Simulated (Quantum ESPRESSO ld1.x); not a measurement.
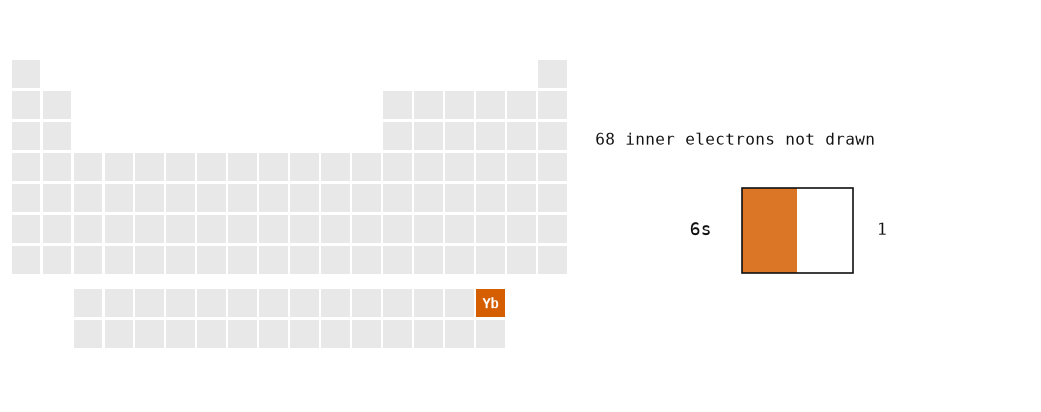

Left, the place of ytterbium in the periodic table; right, the outer shells as the input fills them: a box for each of the 2l + 1 orbitals, shaded by the share of the shell that is filled, with the electron count at the right.

## Atomic calculation for Yb⁺

- system: the Yb⁺ ion in the configuration [Xe] 4f14 6s1 (high spin).
- method: non-relativistic Kohn-Sham, LDA (Slater exchange, Perdew-Wang correlation), spin-polarised, spherical densities, point nucleus (Quantum ESPRESSO ld1.x 7.5)

Summary:

```
                       quantity                      value
                        outcome                  converged
                   total energy        −13387.7981 hartree
                 kinetic energy         13382.6067 hartree
        electron–nucleus energy        −31875.0635 hartree
                 Hartree energy          5376.9116 hartree
    exchange–correlation energy        −272.253055 hartree
radius at density 0.001 e/bohr³                  4.43 bohr
                 SCF iterations                         34
                       hardware  1 CPU thread, shared host
                      wall time                      1.5 s
```

Remarks:

Relativity is left out, which matters for an atom this heavy.

Input:
```
 &input
    atom='Yb',
    iswitch=1,
    rel=0,
    lsd=1,
    dft='PW',
    config='[Xe] 4f14 6s1',
    verbosity='high',
    prefix='ld1',
    max_out_wfc=37,
    file_charge='ld1.rho',
 /
```

The program's output:
```
     Program LD1 v.7.5 starts

     --------------------------- All-electron run ----------------------------

     atomic number is 70.00
     dft =PW   lsd =1 sic =0 latt =0  beta=0.20 tr2=1.0E-14
     Exchange-correlation= PW
                           (   1   4   0   0   0   0   0)
     mesh =1983 r(mesh) = 100.23373 a.u. xmin = -7.00 dx = 0.00800
     1 Ry =  13.60569312 eV

     n l     nl                  e(Ry)          e(Ha)          e(eV)
     1 0     1S 1( 1.00)   -4168.615057728   -2084.307528864 -56716.8972233
     2 0     2S 1( 1.00)    -676.432453897    -338.216226949  -9203.3323862
     2 1     2P 1( 3.00)    -646.831176209    -323.415588104  -8800.5864859
     3 0     3S 1( 1.00)    -151.425995875     -75.712997937  -2060.2556307
     3 1     3P 1( 3.00)    -137.870136330     -68.935068165  -1875.8187657
     4 0     4S 1( 1.00)     -29.097756565     -14.548878283   -395.8951464
     4 1     4P 1( 3.00)     -23.590201400     -11.795100700   -320.9610410
     3 2     3D 1( 5.00)    -112.525681992     -56.262840996  -1530.9898976
     5 0     5S 1( 1.00)      -3.845099723      -1.922549861    -52.3152469
     5 1     5P 1( 3.00)      -2.408927392      -1.204463696    -32.7751268
     4 2     4D 1( 5.00)     -13.623869137      -6.811934568   -185.3621826
     4 3     4F 1( 7.00)      -1.047454881      -0.523727441    -14.2513497
     6 0     6S 1( 1.00)      -0.666681960      -0.333340980     -9.0706702
     1 0     1S 2( 1.00)   -4168.614365033   -2084.307182516 -56716.8877987
     2 0     2S 2( 1.00)    -676.432044016    -338.216022008  -9203.3268094
     2 1     2P 2( 3.00)    -646.830775814    -323.415387907  -8800.5810382
     3 0     3S 2( 1.00)    -151.425915516     -75.712957758  -2060.2545374
     3 1     3P 2( 3.00)    -137.870026846     -68.935013423  -1875.8172761
     4 0     4S 2( 1.00)     -29.097442536     -14.548721268   -395.8908738
     4 1     4P 2( 3.00)     -23.589823026     -11.794911513   -320.9558929
     3 2     3D 2( 5.00)    -112.525502748     -56.262751374  -1530.9874589
     5 0     5S 2( 1.00)      -3.840608594      -1.920304297    -52.2541419
     5 1     5P 2( 3.00)      -2.401241492      -1.200620746    -32.6705549
     4 2     4D 2( 5.00)     -13.623323423      -6.811661711   -185.3547578
     4 3     4F 2( 7.00)      -1.045669476      -0.522834738    -14.2270580
     6 0     6S 2( 0.00)      -0.607867496      -0.303933748     -8.2704586

     final scf error:  6.2E-15 reached in  34 iterations

     Etot =  -26775.596282 Ry,  -13387.798141 Ha, -364300.546193 eV
     Total magnetization:    1.00 Bohr mag.

     Ekin =   26765.213499 Ry,   13382.606750 Ha,  364159.281240 eV
     Encl =  -63750.126967 Ry,  -31875.063483 Ha, -867364.664064 eV
     Eh   =   10753.823297 Ry,    5376.911648 Ha,  146313.219672 eV
     Exc  =    -544.506110 Ry,    -272.253055 Ha,   -7408.383041 eV

     normalization and overlap integrals

     s(1S/1S) =  1.000000  <r> =   0.0217  <r2> =    0.0006  r(max) =   0.0144
     s(1S/2S) = -0.000000
     s(1S/3S) =  0.000000
     s(1S/4S) = -0.000000
     s(1S/5S) = -0.000000
     s(1S/6S) = -0.000000
     s(2S/2S) =  1.000000  <r> =   0.0918  <r2> =    0.0099  r(max) =   0.0785
     s(2S/3S) = -0.000000
     s(2S/4S) = -0.000000
     s(2S/5S) = -0.000000
     s(2S/6S) = -0.000000
     s(2P/2P) =  1.000000  <r> =   0.0777  <r2> =    0.0073  r(max) =   0.0608
     s(2P/3P) = -0.000000
     s(2P/4P) =  0.000000
     s(2P/5P) = -0.000000
     s(3S/3S) =  1.000000  <r> =   0.2346  <r2> =    0.0627  r(max) =   0.2169
     s(3S/4S) =  0.000000
     s(3S/5S) = -0.000000
     s(3S/6S) = -0.000000
     s(3P/3P) =  1.000000  <r> =   0.2244  <r2> =    0.0582  r(max) =   0.2051
     s(3P/4P) = -0.000000
     s(3P/5P) = -0.000000
     s(4S/4S) =  1.000000  <r> =   0.5275  <r2> =    0.3140  r(max) =   0.4904
     s(4S/5S) = -0.000000
     s(4S/6S) = -0.000000
     s(4P/4P) =  1.000000  <r> =   0.5374  <r2> =    0.3286  r(max) =   0.4944
     s(4P/5P) = -0.000000
     s(3D/3D) =  1.000000  <r> =   0.1975  <r2> =    0.0456  r(max) =   0.1613
     s(3D/4D) = -0.000000
     s(5S/5S) =  1.000000  <r> =   1.3219  <r2> =    1.9717  r(max) =   1.1636
     s(5S/6S) = -0.000000
     s(5P/5P) =  1.000000  <r> =   1.5068  <r2> =    2.5933  r(max) =   1.2808
     s(4D/4D) =  1.000000  <r> =   0.5630  <r2> =    0.3680  r(max) =   0.4944
     s(4F/4F) =  1.000000  <r> =   0.7459  <r2> =    0.7508  r(max) =   0.4750
     s(6S/6S) =  1.000000  <r> =   3.7567  <r2> =   15.8369  r(max) =   3.3185
     s(1S/1S) =  1.000000  <r> =   0.0217  <r2> =    0.0006  r(max) =   0.0144
     s(1S/2S) = -0.000000
     s(1S/3S) =  0.000000
     s(1S/4S) = -0.000000
     s(1S/5S) = -0.000000
     s(1S/6S) = -0.000000
     s(2S/2S) =  1.000000  <r> =   0.0918  <r2> =    0.0099  r(max) =   0.0785
     s(2S/3S) =  0.000000
     s(2S/4S) = -0.000000
     s(2S/5S) =  0.000000
     s(2S/6S) =  0.000000
     s(2P/2P) =  1.000000  <r> =   0.0777  <r2> =    0.0073  r(max) =   0.0608
     s(2P/3P) = -0.000000
     s(2P/4P) =  0.000000
     s(2P/5P) = -0.000000
     s(3S/3S) =  1.000000  <r> =   0.2346  <r2> =    0.0627  r(max) =   0.2169
     s(3S/4S) = -0.000000
     s(3S/5S) =  0.000000
     s(3S/6S) = -0.000000
     s(3P/3P) =  1.000000  <r> =   0.2244  <r2> =    0.0582  r(max) =   0.2051
     s(3P/4P) =  0.000000
     s(3P/5P) =  0.000000
     s(4S/4S) =  1.000000  <r> =   0.5275  <r2> =    0.3140  r(max) =   0.4904
     s(4S/5S) =  0.000000
     s(4S/6S) =  0.000000
     s(4P/4P) =  1.000000  <r> =   0.5374  <r2> =    0.3286  r(max) =   0.4944
     s(4P/5P) = -0.000000
     s(3D/3D) =  1.000000  <r> =   0.1975  <r2> =    0.0456  r(max) =   0.1613
     s(3D/4D) = -0.000000
     s(5S/5S) =  1.000000  <r> =   1.3203  <r2> =    1.9661  r(max) =   1.1636
     s(5S/6S) = -0.000000
     s(5P/5P) =  1.000000  <r> =   1.5012  <r2> =    2.5705  r(max) =   1.2808
     s(4D/4D) =  1.000000  <r> =   0.5629  <r2> =    0.3680  r(max) =   0.4944
     s(4F/4F) =  1.000000  <r> =   0.7438  <r2> =    0.7436  r(max) =   0.4750
     s(6S/6S) =  1.000000  <r> =   3.7981  <r2> =   16.2797  r(max) =   3.2920

     ------------------------ End of All-electron run ------------------------
```

Orbitals:

```tsv
orbital	occupation	energy (eV)	⟨r⟩ (bohr)	outer maximum (bohr)
1s up	1	−56716.9	0.02166	0.0144
1s down	1	−56716.9	0.02166	0.0144
2s up	1	−9203.3	0.09177	0.0785
2s down	1	−9203.3	0.09177	0.0785
2p up	3	−8800.6	0.07768	0.0608
2p down	3	−8800.6	0.07768	0.0608
3s up	1	−2060.3	0.2346	0.217
3s down	1	−2060.3	0.2346	0.217
3p up	3	−1875.8	0.2244	0.205
3p down	3	−1875.8	0.2244	0.205
3d up	5	−1531.0	0.1975	0.161
3d down	5	−1531.0	0.1975	0.161
4s up	1	−395.895	0.5275	0.490
4s down	1	−395.891	0.5275	0.490
4p up	3	−320.961	0.5374	0.494
4p down	3	−320.956	0.5374	0.494
4d up	5	−185.362	0.5630	0.494
4d down	5	−185.355	0.5629	0.494
5s up	1	−52.315	1.322	1.16
5s down	1	−52.254	1.320	1.16
5p up	3	−32.775	1.507	1.28
5p down	3	−32.671	1.501	1.28
4f up	7	−14.251	0.7459	0.475
4f down	7	−14.227	0.7438	0.475
6s up	1	−9.071	3.757	3.32
6s down	0	−8.270	3.798	3.29
```

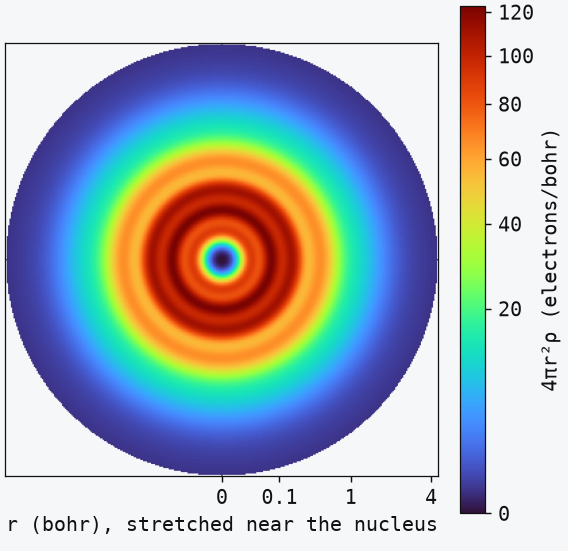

The radial density 4πr²ρ as a disc about the nucleus, with the radius drawn as r to the power 0.35. There are 4 maxima, at r = 0.0160, 0.0664, 0.175 and 0.467 bohr, parted by minima at 0.0287, 0.117 and 0.331 bohr, inside which lie 2.0, 11.4 and 29.9 electrons. The configuration has 6 principal shells, so not every shell has a maximum of its own.

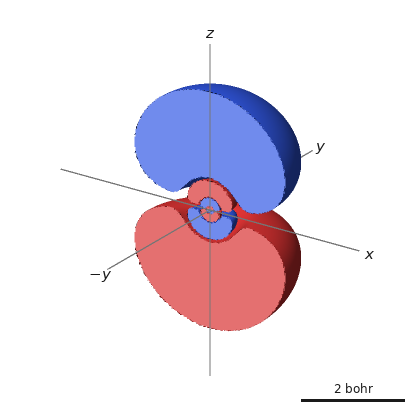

One occupied orbital of down spin is shown. The surface of constant |ψ| that holds about 90 % of the electron is drawn, blue where ψ is positive and red where it is negative, with the half in front of the xz plane cut away and the cut face painted. The radial function comes from the spherical calculation and is multiplied by a real spherical harmonic; the overall sign is chosen so that the largest lobe of P(r) is positive. It is 5p(z) of down spin. It has the nodal plane xy and 3 radial nodes, at r = 0.0895, 0.257 and 0.646 bohr. The outermost maximum of P² lies at 1.28 bohr, ⟨r⟩ = 1.50 bohr, 90 % of the charge lies within 2.22 bohr, and the eigenvalue is −32.7 eV, with 3 electrons in the shell for this spin.

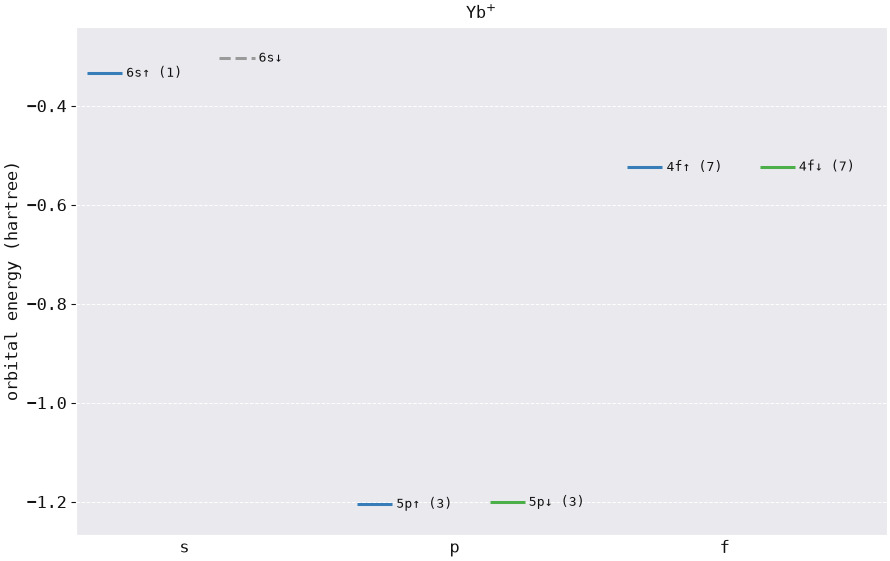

The outer levels are drawn (occupations in brackets, up spins at the left of each column and down spins at the right, empty levels dashed). The highest occupied level is 6s up at −0.333 hartree. From the top down the occupied levels run 6s up (−0.333 hartree), 4f down (−0.523 hartree), 4f up (−0.524 hartree), 5p down (−1.20 hartree), 5p up (−1.20 hartree). The lowest empty level drawn is 6s down at −0.304 hartree. The largest exchange splitting (down less up) among the shells drawn in both spins is that of 6s, 0.0294 hartree. The measured ionisation energy (NIST) is 12.2 eV; minus the highest level, 9.07 eV, lies 26 % below it, as is usual for a semilocal functional, whose potential decays too fast. Relativity, left out here, matters at this nuclear charge.

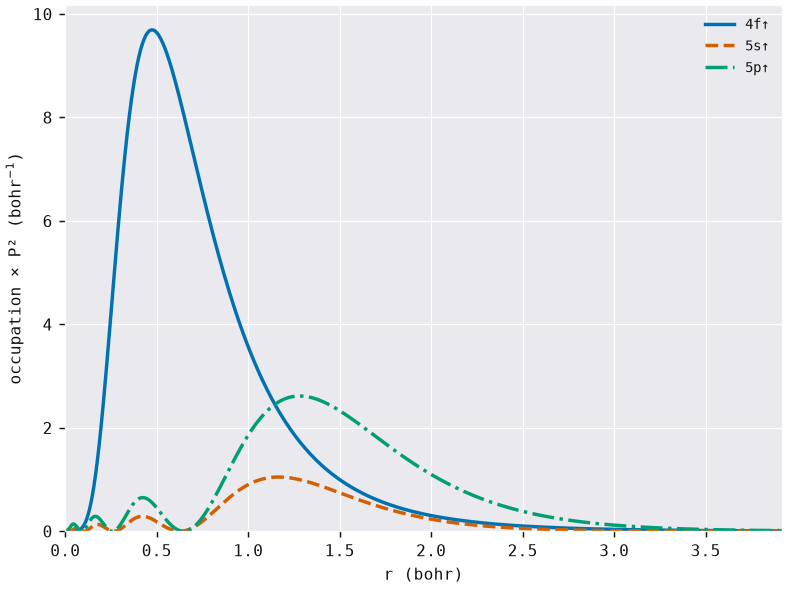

The radial probability densities P² of 5s up, 5p up and 4f up, each times its occupation. 4f up: outer maximum at 0.475 bohr, ⟨r⟩ = 0.746 bohr, 0 nodes, eigenvalue −14.3 eV; 5s up: outer maximum at 1.16 bohr, ⟨r⟩ = 1.32 bohr, 4 nodes, eigenvalue −52.3 eV; 5p up: outer maximum at 1.28 bohr, ⟨r⟩ = 1.51 bohr, 3 nodes, eigenvalue −32.8 eV. The innermost lobes are too small to be seen at this scale.
